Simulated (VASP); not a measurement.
Band structure of SnSe (space group Pnma). Calculation: PBE GGA, VASP's PBE PAW potentials (set 64) (plane waves; VASP).

Unless said otherwise, spin-orbit coupling is left out, though it shifts the bands of the heavy elements here.

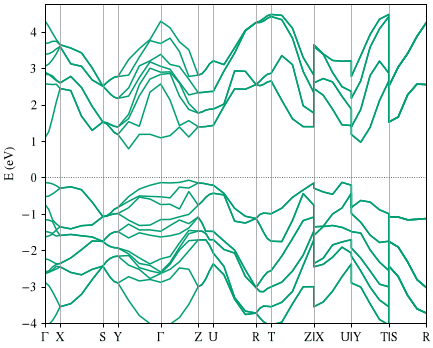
Bands along high-symmetry lines, zero at the valence-band maximum or, without a gap, the Fermi level

Read the plot: is there a gap, and where are the band edges?

The gap is indirect, 0.78 eV, from the valence maximum at (0.00, 0.00, 0.33) to the conduction minimum at (0.00, 0.33, 0.00).

The structure comes from a computed database's SnSe entry (Pnma); how it stands against other phases isn't given here. The cell was not relaxed at this level. The k-mesh is coarse (spacing up to 0.53 per Å, 2π included), so the numbers may not be converged in it.
